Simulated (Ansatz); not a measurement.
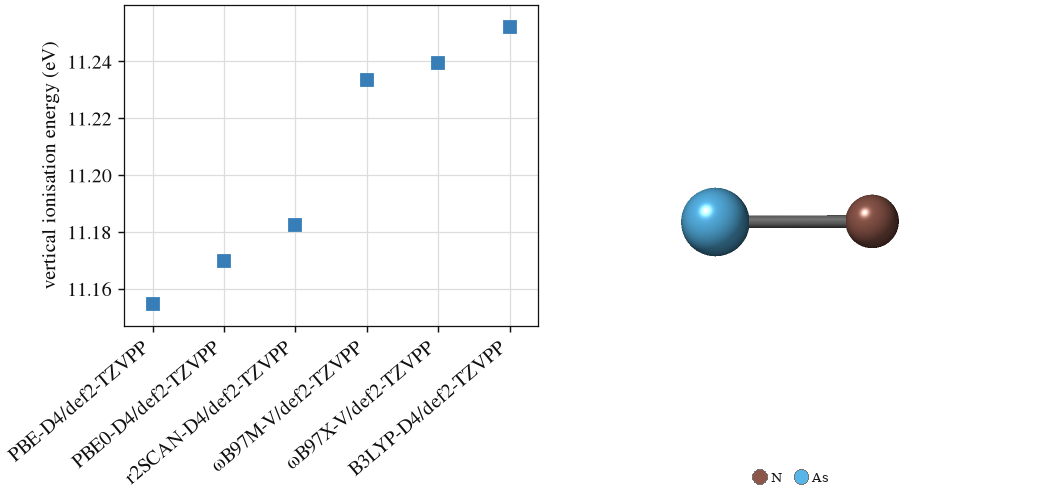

Vertical ionisation energy of AsN, taken as the energy of the cation less that of the neutral at fixed geometry (unrestricted doublet cation, cores frozen in correlated methods, no spin-orbit coupling), the Ansatz code 0.2.0, at a PBE0-D4/def2-TZVP geometry (a minimum by its frequencies).

### What range do the values span?

From 11.15 eV (PBE-D4/def2-TZVPP) to 11.25 eV (B3LYP-D4/def2-TZVPP).

### Give the values.

```csv
level,eV
PBE-D4/def2-TZVPP,11.15
PBE0-D4/def2-TZVPP,11.17
r2SCAN-D4/def2-TZVPP,11.18
ωB97M-V/def2-TZVPP,11.23
ωB97X-V/def2-TZVPP,11.24
B3LYP-D4/def2-TZVPP,11.25
```

Caveats, for all or some of the runs: no scalar relativity up to krypton.
